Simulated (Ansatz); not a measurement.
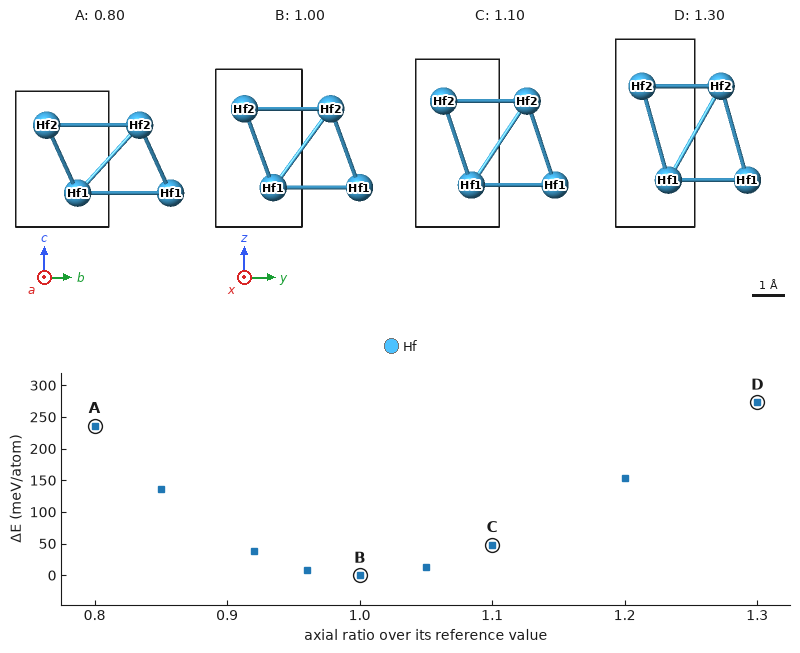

Solid Hf (P6_3/mmc): the ratio of the cell's length along z to its lengths across, counted as 1 for the reference, is changed at fixed volume (a c/a path), with the atoms kept at their fractional coordinates. x, y and z are the Cartesian axes of the input. The lettered frames are marked on the plot. Style: ball-and-stick. Shown: the cell of the calculation, repeated 3 × 2 × 1 with one cell outlined, along the a axis.

Method: Ansatz 0.2.0, DFT PBEsol, scalar-relativistic, plane waves, PAW. Settings: plane-wave cutoff 420 eV; k-point mesh 18 × 18 × 10; occupations gaussian; smearing width 0.15 eV; no spin polarisation. Energies (free energies at the smearing named) are counted from the cell as listed in its source, which wasn't relaxed.

Read off the main features of the energy profile.

Answer. Of the computed points the lowest is at the relative ratio 1.00, 0.0 meV/atom. The end points stand at 236.5 meV/atom (0.80) and 273.4 meV/atom (1.30). The unrelaxed reference is under a pressure of −3.8 GPa. The distortion keeps the space group P6_3/mmc. At the relative ratio 1.30 the cell of the drawing goes a 3.197 → 2.929 Å, b 3.197 → 2.929 Å, c 5.058 → 6.025 Å.
